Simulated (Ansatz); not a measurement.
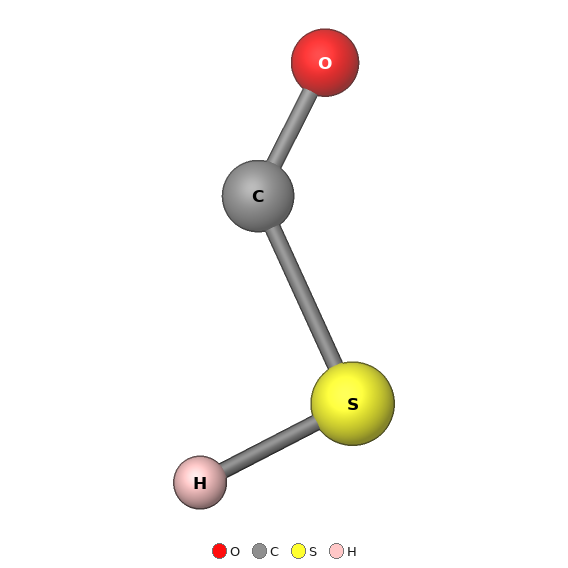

All atoms lie in one plane, which faces the viewer. Charge 0, doublet. The geometry was computed by an optimisation with PBE0-D4/def2-TZVP. No frequency run is at hand to confirm it as a minimum.

**List the symmetry elements and name the point group.**

It has 1 mirror plane, so the point group is Cs. The group has 2 operations. The geometry is achiral, and symmetry allows a dipole moment.
